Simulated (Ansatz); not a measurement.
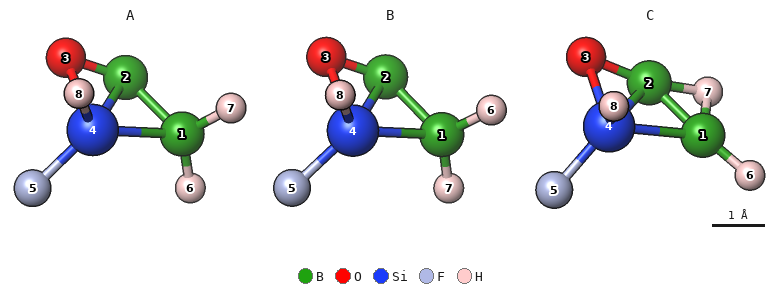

3 geometries from a converged minimum-energy path of B₂SiH₃OF, shuffled. A ball-and-stick model, seen at a tilt.

Theory: RKS PBE/def2-SVP in Ansatz 0.2.0. Set-up: 7 movable images; climbing image; force threshold 0.03 eV/Å; iteration limit 60; starting path by image-dependent pair potential.

Which frame is the transition state?

Answer. C. In order along the path, whose images run from 0 to 8: B (image 0, 0.0 kcal/mol), C (image 4, +44.6 kcal/mol), A (image 8, 0.0 kcal/mol). The motion is a rotation about the B1–B2 bond. No bond forms or breaks between the ends. Bond angles that change up to the highest image, for instance: B2–B1–H7 118.2° → 52.3°, B2–B1–H6 114.6° → 162.9°.

The run took 4.8 min on 1 thread of Arm Neoverse V2 (shared host), peak memory 0.1 GiB.
